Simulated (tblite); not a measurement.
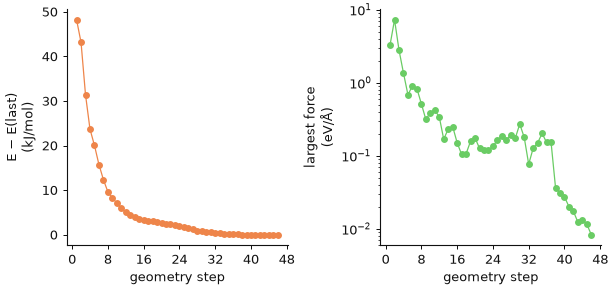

History of a geometry optimisation. C$_{5}$H$_{3}$NOS (SMILES N#CSc1ccco1); GFN2-xTB geometry optimisation, gas phase (tblite).

The optimisation met its thresholds at geometry 46, counting the start as the first. The energy fell by about 48 kJ/mol from the first step to the last. The largest force goes from about 3.3 eV/Å at the start to 8 × 10⁻³ eV/Å at the end, with a peak of 7.3 eV/Å at step 2.
